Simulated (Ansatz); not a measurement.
**Cl3In: molecular dynamics**

Purpose: to follow the molecule's vibrations and see whether its bonds hold. The start is relaxed first. Runs: 150 steps of 2 fs under a Langevin thermostat at 500 K; 150 steps of 2 fs under a Nosé-Hoover thermostat at 400 K.

Program: Ansatz 0.2.0. Level of theory: RHF/def2-SVP. These are calculated values, not measurements.

### Step 1. The system as given

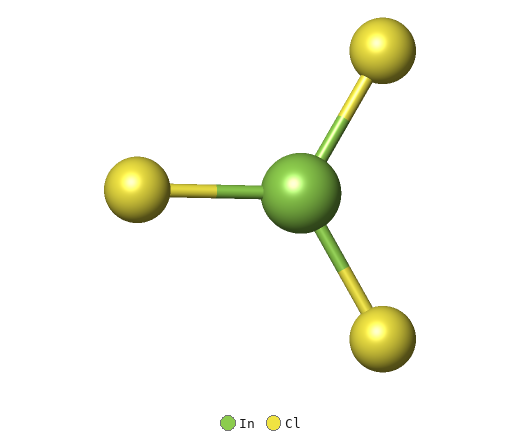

The starting structure, seen from a chosen angle (indium green, chlorine yellow).

As a file:

```xyz
4

In    0.0000    0.0000    0.0000
Cl    0.0000    0.0000    2.4400
Cl    2.1130    0.0000   -1.2200
Cl   -2.1130    0.0000   -1.2200
```

### Step 2. Relaxing the start

input.yaml reads:

```yaml
crystal:
  periodic: [false, false, false]
  atoms:
    - { symbol: In, position_ang: [0.0, 0.0, 0.0] }
    - { symbol: Cl, position_ang: [0.0, 0.0, 2.44] }
    - { symbol: Cl, position_ang: [2.113, 0.0, -1.22] }
    - { symbol: Cl, position_ang: [-2.113, 0.0, -1.22] }
basis:
  gaussian: { orbitals: def2-SVP }
hamiltonian:
  xc: hf
relax:
  f_tol: 0.02
  max_steps: 40
```

Started as:

```bash
ansatz run input.yaml --threads 1 --pin off --max-ram 2048MiB --backend cpu --events-out ev --progress --plain --runs-dir out
```

The log of the run, cut to the lines that bear on the results:

```text
Warning: RAYON_NUM_THREADS=1 ignored (pool sized by the plan → 1); use --threads N
[...]
Functional definition: HF
[...]
869 factors; integrals over basis functions are off by at most 2.6e-4 eV
[...]
mean field -42651.85971444 eV, -1567.4269340368 hartree, gradient 1.6e-5 eV, S^2 0.000000; 0 other end points of the search recorded, 0 dependent functions left out
[...]
reference -42651.85971444 eV, -1567.4269340368 hartree; 36, 36 occupied and 44, 44 virtual orbitals, 869 factors
relax step   1: F+E_penalty+E_count = -42651.85971444 eV  Δ(F+E_penalty+E_count) = +0.000e0 eV  max|allowed force component| = 1.573e0 eV/Å  Δτ_max = 0.0000 Å  (26 SCF iters, accepted)
[...]
relax step   3: F+E_penalty+E_count = -42652.15268764 eV  Δ(F+E_penalty+E_count) = -1.802e-1 eV  max|allowed force component| = 1.008e-1 eV/Å  Δτ_max = 0.0738 Å  (26 SCF iters, accepted)
[...]
relax step   4: F+E_penalty+E_count = -42652.15355975 eV  Δ(F+E_penalty+E_count) = -8.721e-4 eV  max|allowed force component| = 3.970e-3 eV/Å  Δτ_max = 0.0056 Å  (27 SCF iters, accepted)
869 factors; integrals over basis functions are off by at most 2.3e-4 eV
mean field -42652.15355975 eV, -1567.4377326528 hartree, gradient 1.7e-5 eV, S^2 0.000000; 1 other end points of the search recorded, 0 dependent functions left out
[...]
reference -42652.15355975 eV, -1567.4377326528 hartree; 36, 36 occupied and 44, 44 virtual orbitals, 869 factors
Total energy: -42652.15355975 eV, -1567.4377326528 hartree
Atom 0 at     0.000000    -0.000000     0.000002 Å, force    -0.000000    -0.000000    -0.000035 eV/Å
Atom 1 at    -0.000000     0.000000     2.324365 Å, force     0.000000     0.000000     0.003970 eV/Å
Atom 2 at     2.012958     0.000000    -1.162184 Å, force     0.003413     0.000000    -0.001967 eV/Å
Atom 3 at    -2.012958     0.000000    -1.162184 Å, force    -0.003413     0.000000    -0.001967 eV/Å
Dipole moment:    -0.000000     0.000000     0.000005 e Å
```

Wall time 8.3 s (1 thread of Arm Neoverse V2, shared host); peak memory 0.17 GiB.

The steps of the relaxation:

```csv
step,energy from step 1 (eV),largest force component (eV/Å)
1,0.0000,1.5735
2,-0.1128,1.6019
3,-0.2930,0.1008
4,-0.2938,0.0040
```

Step 1 is the start.

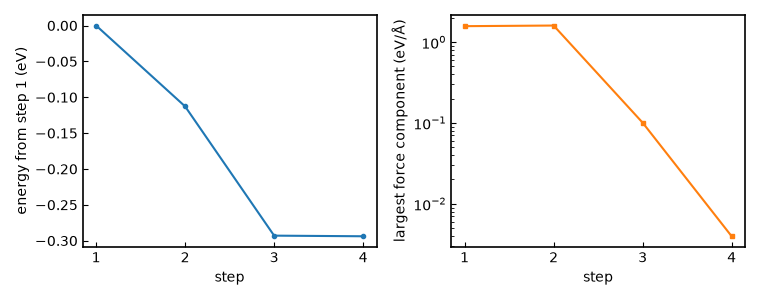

How energy and force went from step to step.

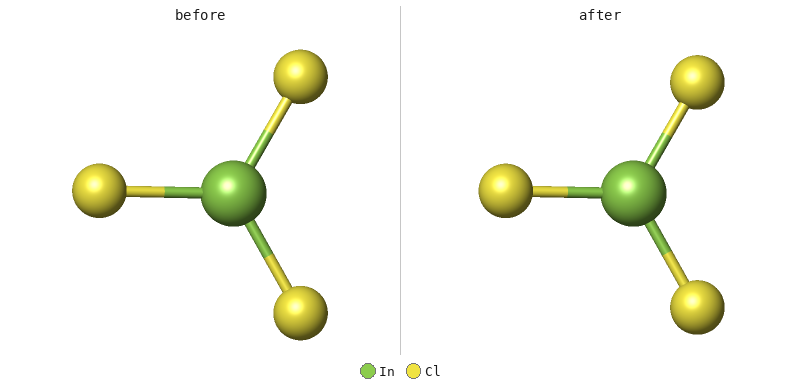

Before and after, at one scale.

After: Bond lengths: In1–Cl2 2.324 Å, In1–Cl3 2.324 Å, In1–Cl4 2.324 Å. Angles: Cl2–In1–Cl3 120.0°, Cl2–In1–Cl4 120.0°, Cl3–In1–Cl4 120.0°.

### Step 3. Run 1

150 steps of 2 fs under a Langevin thermostat at 500 K, from the relaxed start.

input.yaml reads:

```yaml
crystal:
  periodic: [false, false, false]
  atoms:
    - { symbol: In, position_ang: [0.0, 0.0, 2.0e-06] }
    - { symbol: Cl, position_ang: [0.0, 0.0, 2.324365] }
    - { symbol: Cl, position_ang: [2.012958, 0.0, -1.162184] }
    - { symbol: Cl, position_ang: [-2.012958, 0.0, -1.162184] }
basis:
  gaussian: { orbitals: def2-SVP }
hamiltonian:
  xc: hf
md:
  timestep: 2.0
  n_steps: 150
  ensemble: nvt_langevin
  temperature: 500.0
  initial_velocities: maxwell_boltzmann
  seed: 105384
  friction: 0.005
```

Started as:

```bash
ansatz run input.yaml --threads 1 --pin off --max-ram 2048MiB --backend cpu --events-out ev --progress --plain --runs-dir out
```

The log of the run, cut to the lines that bear on the results:

```text
Warning: RAYON_NUM_THREADS=1 ignored (pool sized by the plan → 1); use --threads N
[...]
[... 1 set-up line as earlier in the session ...]
[...]
869 factors; integrals over basis functions are off by at most 2.3e-4 eV
[...]
mean field -42652.15355974 eV, -1567.4377326526 hartree, gradient 1.8e-5 eV, S^2 0.000000; 0 other end points of the search recorded, 0 dependent functions left out
[...]
reference -42652.15355974 eV, -1567.4377326526 hartree; 36, 36 occupied and 44, 44 virtual orbitals, 869 factors
md step     0: t =     0.00 fs  T =   375.0 K  F+E_penalty+E_count = -42652.15355974 eV  E_kin = 0.193890 eV  (25 SCF iters)
[...]
md step    19: t =    38.00 fs  T =   205.9 K  F+E_penalty+E_count = -42652.10992888 eV  E_kin = 0.106451 eV  (27 SCF iters)
[...]
md step    38: t =    76.00 fs  T =   324.3 K  F+E_penalty+E_count = -42652.08824574 eV  E_kin = 0.167663 eV  (26 SCF iters)
[...]
md step    57: t =   114.00 fs  T =   261.8 K  F+E_penalty+E_count = -42652.07991110 eV  E_kin = 0.135365 eV  (26 SCF iters)
[...]
md step    74: t =   148.00 fs  T =   377.5 K  F+E_penalty+E_count = -42652.08958467 eV  E_kin = 0.195167 eV  (26 SCF iters)
md step    75: t =   150.00 fs  T =   371.2 K  F+E_penalty+E_count = -42652.08607900 eV  E_kin = 0.191924 eV  (27 SCF iters)
```

### Step 4. More of the same log: dynamics from the start

Output, continued, cut to the lines that bear on the results:

```text
md step    76: t =   152.00 fs  T =   376.0 K  F+E_penalty+E_count = -42652.08412882 eV  E_kin = 0.194392 eV  (26 SCF iters)
[...]
md step    94: t =   188.00 fs  T =   223.5 K  F+E_penalty+E_count = -42652.08221843 eV  E_kin = 0.115563 eV  (28 SCF iters)
[...]
md step   112: t =   224.00 fs  T =   233.8 K  F+E_penalty+E_count = -42652.05205021 eV  E_kin = 0.120892 eV  (27 SCF iters)
[...]
md step   130: t =   260.00 fs  T =   306.9 K  F+E_penalty+E_count = -42652.04114467 eV  E_kin = 0.158670 eV  (27 SCF iters)
[...]
md step   148: t =   296.00 fs  T =   451.9 K  F+E_penalty+E_count = -42652.12168689 eV  E_kin = 0.233671 eV  (26 SCF iters)
[...]
md step   149: t =   298.00 fs  T =   405.7 K  F+E_penalty+E_count = -42652.10431851 eV  E_kin = 0.209760 eV  (26 SCF iters)
[...]
md step   150: t =   300.00 fs  T =   337.3 K  F+E_penalty+E_count = -42652.08544040 eV  E_kin = 0.174389 eV  (26 SCF iters)
Total energy: -42652.08544040 eV, -1567.4352293129 hartree
Atom 0 at     0.300174     0.145151     0.502127 Å, force    -0.154548    -0.815047    -1.575947 eV/Å
Atom 1 at     0.625680     0.971270     2.564706 Å, force     0.162400     0.582488     1.316307 eV/Å
Atom 2 at     2.167334    -0.551676    -0.745809 Å, force    -0.290805     0.135952     0.143462 eV/Å
Atom 3 at    -1.843121    -0.209724    -0.383327 Å, force     0.282954     0.096607     0.116179 eV/Å
Dipole moment:    -0.020996     0.114423     0.084999 e Å
```

It took 3.9 min on 1 thread of Arm Neoverse V2, shared host; peak memory 0.17 GiB.

### Step 5. Frames and traces

The trajectory, every 6 steps (energies from step 0):

```csv
time (fs),T (K),potential energy change (meV/atom)
0.0,375,0.0
12.0,256,4.8
24.0,218,8.6
36.0,194,10.1
48.0,269,19.1
60.0,288,21.0
72.0,272,16.1
84.0,275,17.7
96.0,297,19.4
108.0,233,19.3
120.0,367,14.3
132.0,461,6.0
144.0,447,13.2
156.0,393,16.5
168.0,359,10.9
180.0,272,14.4
192.0,188,17.4
204.0,381,10.4
216.0,387,17.7
228.0,270,23.5
240.0,347,10.2
252.0,356,18.0
264.0,275,28.4
276.0,337,15.2
288.0,445,0.8
300.0,337,17.0
```

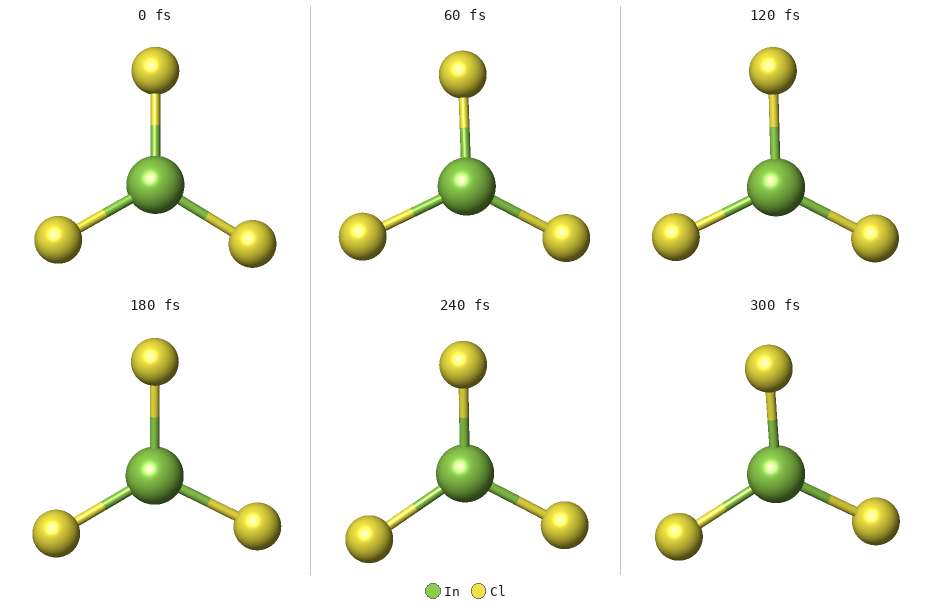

Six frames of the run, seen from a chosen angle. Sticks join atoms within a bonding distance in each frame.

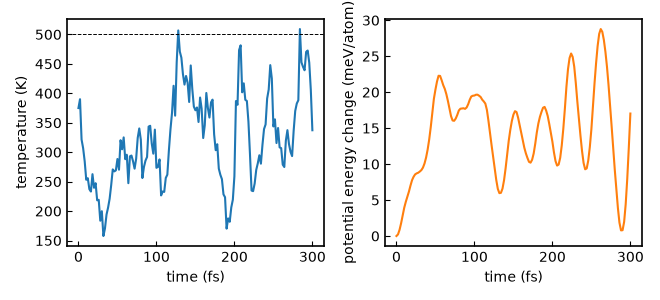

Traces against time; each panel has its own scale. The dashed line is the set temperature.

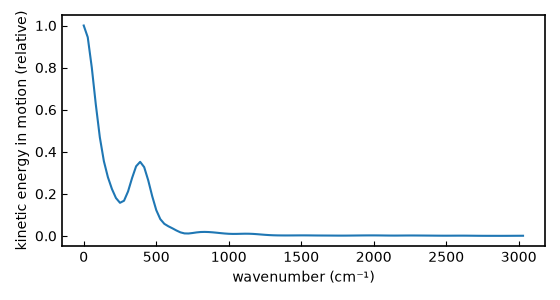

Power spectrum of the mass-weighted velocities; a run of 300 fs resolves no finer than about 220 cm⁻¹.

### Step 6. Positions and forces

Extended XYZ, with forces in eV/Å:

```xyz
4
time_fs=38.0 T=206 dE=0.0436
In   -0.014    0.070   -0.019   -0.114   -0.274   -0.002
Cl    0.056    0.033    2.294   -0.057    0.095    0.272
Cl    2.062   -0.108   -1.036    0.016    0.083   -0.214
Cl   -2.095   -0.071   -1.056    0.154    0.096   -0.056
4
time_fs=76.0 T=324 dE=0.0653
In   -0.013    0.090    0.035    0.700   -0.333    0.319
Cl    0.108    0.224    2.373   -0.066    0.095   -0.214
Cl    2.093   -0.223   -0.990   -0.595    0.160    0.071
Cl   -2.105   -0.101   -0.932   -0.038    0.078   -0.176
4
time_fs=112.0 T=256 dE=0.0748
In    0.032    0.070    0.083   -0.344    0.124    1.440
Cl    0.188    0.455    2.439   -0.138   -0.071   -0.816
Cl    2.046   -0.294   -0.922    0.583   -0.085   -0.485
Cl   -2.060   -0.106   -0.882   -0.101    0.032   -0.139
4
time_fs=150.0 T=371 dE=0.0675
In    0.062    0.040    0.213    0.765   -0.105   -1.023
Cl    0.266    0.671    2.381    0.022    0.228    1.055
Cl    2.109   -0.276   -0.928   -0.530   -0.027    0.155
Cl   -2.000    0.010   -0.812   -0.258   -0.096   -0.187
4
time_fs=188.0 T=224 dE=0.0713
In    0.156    0.042    0.286   -0.470    0.699    0.833
Cl    0.316    0.848    2.535   -0.063   -0.418   -0.830
Cl    2.105   -0.249   -0.911    0.178   -0.157   -0.142
Cl   -1.975    0.027   -0.699    0.355   -0.124    0.139
4
time_fs=224.0 T=234 dE=0.1015
In    0.213    0.068    0.421   -0.118   -0.255   -1.621
Cl    0.380    0.873    2.499    0.156    0.505    1.661
Cl    2.101   -0.282   -0.886    0.069   -0.126   -0.005
Cl   -1.873    0.000   -0.598   -0.107   -0.125   -0.036
4
time_fs=262.0 T=279 dE=0.1151
In    0.251    0.071    0.433    0.316    0.686    1.099
Cl    0.541    0.989    2.682   -0.193   -0.644   -1.409
Cl    2.127   -0.400   -0.882   -0.197    0.000    0.206
Cl   -1.871   -0.087   -0.511    0.073   -0.043    0.104
4
time_fs=300.0 T=337 dE=0.0681
In    0.300    0.145    0.502   -0.154   -0.815   -1.576
Cl    0.626    0.971    2.565    0.162    0.583    1.316
Cl    2.167   -0.552   -0.746   -0.291    0.136    0.143
Cl   -1.843   -0.210   -0.383    0.283    0.097    0.116
```

On run 1: Against a set 500 K the second half averages 341 K with a spread of 76 K; 15 meV/atom has gone into potential energy, and a thermostat that acts over some 200 fs has not made it up in 300 fs. No bond forms or breaks.

### Step 7. Run 2

150 steps of 2 fs under a Nosé-Hoover thermostat at 400 K, from the relaxed start.

input.yaml: that of step 3 with these lines changed.

```diff
@@ -14,6 +14,5 @@
   n_steps: 150
-  ensemble: nvt_langevin
-  temperature: 500.0
+  ensemble: nvt_nose_hoover
+  temperature: 400.0
   initial_velocities: maxwell_boltzmann
-  seed: 105384
-  friction: 0.005
+  seed: 345330
```

Started as:

```bash
ansatz run input.yaml --threads 1 --pin off --max-ram 2048MiB --backend cpu --events-out ev --progress --plain --runs-dir out
```

The log of the run, cut to the lines that bear on the results:

```text
Warning: RAYON_NUM_THREADS=1 ignored (pool sized by the plan → 1); use --threads N
[...]
[... 1 set-up line as earlier in the session ...]
[...]
869 factors; integrals over basis functions are off by at most 2.3e-4 eV
[...]
mean field -42652.15355974 eV, -1567.4377326526 hartree, gradient 1.8e-5 eV, S^2 0.000000; 0 other end points of the search recorded, 0 dependent functions left out
[...]
reference -42652.15355974 eV, -1567.4377326526 hartree; 36, 36 occupied and 44, 44 virtual orbitals, 869 factors
md step     0: t =     0.00 fs  T =   400.0 K  F+E_penalty+E_count = -42652.15355974 eV  E_kin = 0.103408 eV  conserved = -42652.05015175 eV  (25 SCF iters)
[...]
md step    19: t =    38.00 fs  T =   265.7 K  F+E_penalty+E_count = -42652.11657488 eV  E_kin = 0.068702 eV  conserved = -42652.05008197 eV  (27 SCF iters)
[...]
md step    38: t =    76.00 fs  T =   136.5 K  F+E_penalty+E_count = -42652.07708850 eV  E_kin = 0.035281 eV  conserved = -42652.05006843 eV  (26 SCF iters)
[...]
md step    57: t =   114.00 fs  T =   212.1 K  F+E_penalty+E_count = -42652.08096297 eV  E_kin = 0.054842 eV  conserved = -42652.04996459 eV  (27 SCF iters)
[...]
md step    74: t =   148.00 fs  T =   455.4 K  F+E_penalty+E_count = -42652.08739672 eV  E_kin = 0.117735 eV  conserved = -42652.04974459 eV  (26 SCF iters)
md step    75: t =   150.00 fs  T =   499.3 K  F+E_penalty+E_count = -42652.09497215 eV  E_kin = 0.129069 eV  conserved = -42652.04978827 eV  (26 SCF iters)
```

### Step 8. The output, continued: dynamics from the start

The log, continued, cut to the lines that bear on the results:

```text
md step    76: t =   152.00 fs  T =   551.9 K  F+E_penalty+E_count = -42652.10456339 eV  E_kin = 0.142678 eV  conserved = -42652.04985154 eV  (26 SCF iters)
[...]
md step    94: t =   188.00 fs  T =   480.0 K  F+E_penalty+E_count = -42652.02650560 eV  E_kin = 0.124083 eV  conserved = -42652.04972368 eV  (26 SCF iters)
[...]
md step   112: t =   224.00 fs  T =    89.4 K  F+E_penalty+E_count = -42651.91121455 eV  E_kin = 0.023108 eV  conserved = -42652.04954027 eV  (27 SCF iters)
[...]
md step   130: t =   260.00 fs  T =   199.7 K  F+E_penalty+E_count = -42651.92989572 eV  E_kin = 0.051617 eV  conserved = -42652.04943756 eV  (26 SCF iters)
[...]
md step   148: t =   296.00 fs  T =   640.3 K  F+E_penalty+E_count = -42652.03521696 eV  E_kin = 0.165536 eV  conserved = -42652.04961685 eV  (27 SCF iters)
[...]
md step   149: t =   298.00 fs  T =   605.7 K  F+E_penalty+E_count = -42652.02665736 eV  E_kin = 0.156582 eV  conserved = -42652.04955845 eV  (27 SCF iters)
[...]
md step   150: t =   300.00 fs  T =   583.7 K  F+E_penalty+E_count = -42652.02143243 eV  E_kin = 0.150908 eV  conserved = -42652.04951756 eV  (27 SCF iters)
Total energy: -42652.02143243 eV, -1567.4328770631 hartree
Atom 0 at     0.050304    -0.018126    -0.015980 Å, force    -1.973087     0.114973     0.571819 eV/Å
Atom 1 at    -0.070140     0.025901     2.361587 Å, force     0.116021    -0.042590    -0.815567 eV/Å
Atom 2 at     2.015700     0.007454    -1.168034 Å, force     0.580213    -0.020834    -0.339974 eV/Å
Atom 3 at    -2.108488     0.025353    -1.141793 Å, force     1.276853    -0.051549     0.583722 eV/Å
Dipole moment:     0.217431    -0.045599    -0.059253 e Å
```

Wall time 3.9 min (1 thread of Arm Neoverse V2, shared host); peak memory 0.17 GiB.

### Step 9. The trajectory

One step in 11; energies are changes from step 0:

```csv
time (fs),T (K),potential energy change (meV/atom),conserved energy change (meV/atom)
0.0,400,0.0,0.00
22.0,198,13.2,0.06
44.0,265,9.6,0.01
66.0,46,24.6,0.07
88.0,156,19.1,0.03
110.0,143,21.9,0.06
132.0,423,11.5,0.04
154.0,609,9.6,0.06
176.0,594,21.9,0.11
198.0,547,29.0,0.05
220.0,132,57.7,0.14
242.0,423,40.0,0.01
264.0,264,52.0,0.17
286.0,855,15.9,0.04
300.0,584,33.0,0.16
```

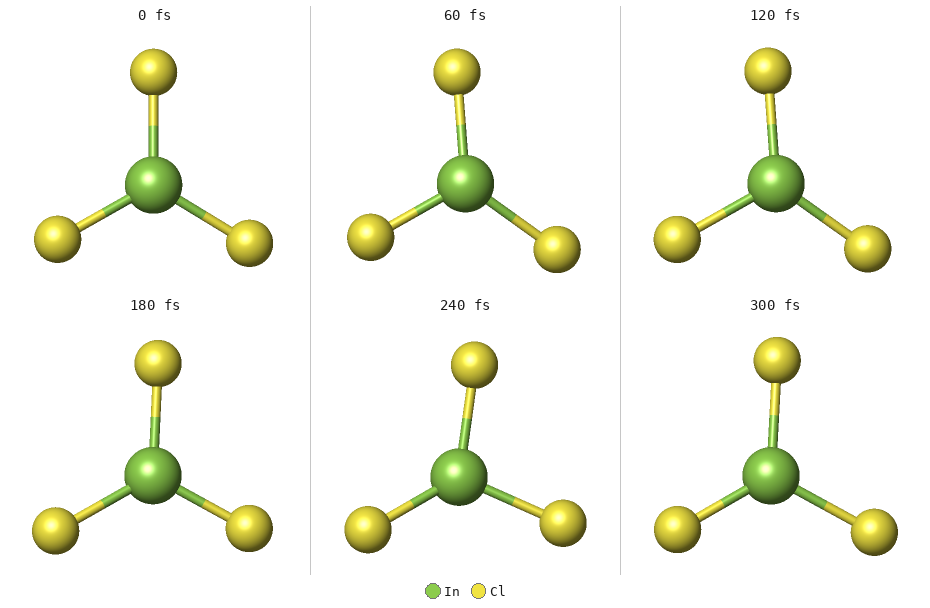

The system at six times, viewed from a chosen angle. Sticks join atoms within a bonding distance in each frame.

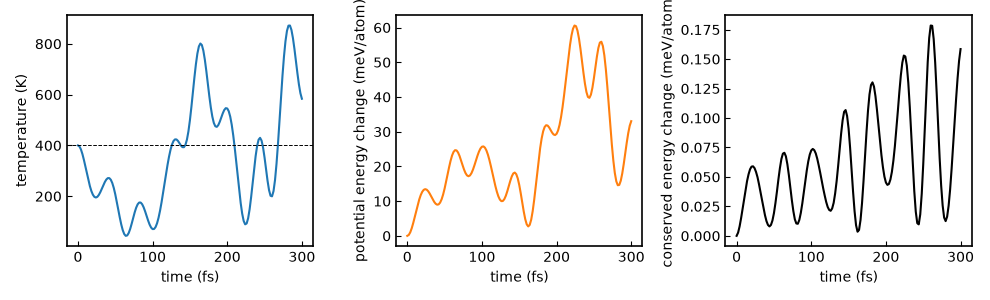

Time series of the run, each on its own scale. The dashed line is the set temperature.

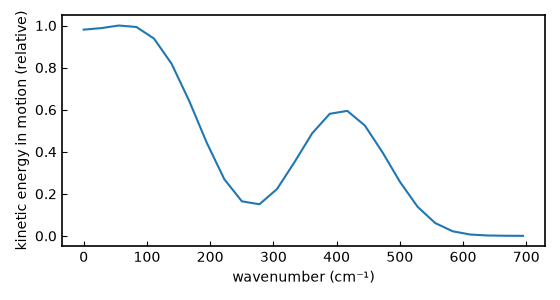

Power spectrum of the mass-weighted velocities; a run of 300 fs resolves no finer than about 220 cm⁻¹.

### Step 10. Snapshots as a file

Extended XYZ, with forces in eV/Å:

```xyz
4
time_fs=38.0 T=266 dE=0.0370
In   -0.034    0.054    0.018    0.460   -0.294   -0.213
Cl    0.088   -0.059    2.345   -0.120    0.094   -0.161
Cl    2.008   -0.057   -1.157   -0.382    0.107    0.217
Cl   -1.986   -0.060   -1.247    0.042    0.092    0.157
4
time_fs=76.0 T=136 dE=0.0765
In   -0.038    0.079    0.023   -0.345   -0.334    0.045
Cl    0.134   -0.085    2.325   -0.172    0.119    0.187
Cl    1.942   -0.083   -1.118    0.630    0.087   -0.370
Cl   -1.954   -0.086   -1.281   -0.113    0.129    0.139
4
time_fs=112.0 T=176 dE=0.0803
In   -0.054    0.064    0.027    1.105   -0.353   -0.378
Cl    0.119   -0.068    2.346   -0.153    0.108   -0.119
Cl    2.021   -0.071   -1.165   -0.774    0.150    0.444
Cl   -1.965   -0.067   -1.269   -0.178    0.095    0.053
4
time_fs=150.0 T=499 dE=0.0586
In    0.010   -0.001    0.002   -1.540    0.004    0.452
Cl    0.031    0.002    2.335   -0.056   -0.002   -0.127
Cl    1.957    0.001   -1.132    1.136    0.000   -0.662
Cl   -2.022    0.000   -1.208    0.460   -0.002    0.337
4
time_fs=188.0 T=480 dE=0.1271
In    0.009   -0.086   -0.009    1.506    0.424   -0.335
Cl   -0.105    0.094    2.294    0.154   -0.124    0.253
Cl    2.088    0.093   -1.214   -1.007   -0.217    0.596
Cl   -2.012    0.092   -1.050   -0.653   -0.083   -0.514
4
time_fs=224.0 T=89 dE=0.2423
In    0.087   -0.128   -0.036   -2.281    0.668    0.746
Cl   -0.192    0.143    2.293    0.315   -0.259   -0.392
Cl    2.019    0.125   -1.175    0.920   -0.089   -0.536
Cl   -2.108    0.146   -1.002    1.047   -0.321    0.182
4
time_fs=262.0 T=220 dE=0.2187
In    0.028   -0.099   -0.022    1.944    0.357   -0.295
Cl   -0.179    0.111    2.246    0.234   -0.103    0.835
Cl    2.084    0.103   -1.213   -0.750   -0.228    0.453
Cl   -1.996    0.106   -0.961   -1.428   -0.026   -0.992
4
time_fs=300.0 T=584 dE=0.1321
In    0.050   -0.018   -0.016   -1.973    0.115    0.572
Cl   -0.070    0.026    2.362    0.116   -0.043   -0.816
Cl    2.016    0.007   -1.168    0.580   -0.021   -0.340
Cl   -2.108    0.025   -1.142    1.277   -0.051    0.584
```

On run 2: Against a set 400 K the second half averages 492 K with a spread of 218 K. The conserved energy strays from its start by at most 0.18 meV/atom, 0.8 % of the mean kinetic energy, so a step of 2 fs is short enough over this time. No bond forms or breaks.

### Step 11. Outcome

| quantity | value |
| --- | --- |
| relaxation of the start | 3 moves, 0.294 eV lower |
| run 1: length | 150 steps of 2 fs |
| run 1: temperature, first and last step | 375 and 337 K |
| run 1: temperature, second half | mean 341 K, from 170 to 509 K |
| run 1: potential energy, second half | +15 meV/atom from this run's first step |
| run 1: bonds formed or broken | 0 |
| run 2: length | 150 steps of 2 fs |
| run 2: temperature, first and last step | 400 and 584 K |
| run 2: temperature, second half | mean 492 K, from 89 to 872 K |
| run 2: potential energy, second half | +33 meV/atom from this run's first step |
| run 2: largest change of the conserved energy | 0.18 meV/atom |
| run 2: bonds formed or broken | 0 |

**Reading.** Mean temperatures of the second halves: 341 K, 492 K. No bond formed or broke in any run. A run of 300 fs with 4 atoms shows the motion but fixes no equilibrium value.
